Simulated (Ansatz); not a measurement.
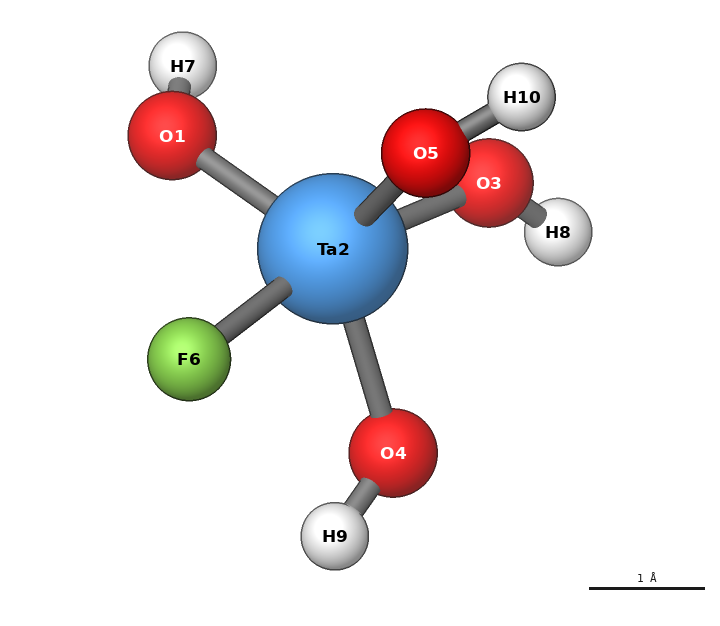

The species is neutral and a spin singlet. The computed structure is the end point of a PBE-D4/def2-SVP optimisation. No frequency run is at hand to confirm it as a minimum.

Which atoms are bonded, and how long are the bonds?

```
  bond  length (Å)
O1–Ta2       1.921
 O1–H7       0.972
Ta2–O3       1.927
Ta2–O4       1.956
Ta2–O5       1.919
Ta2–F6       1.916
 O3–H8       0.971
 O4–H9       0.977
O5–H10       0.972
```
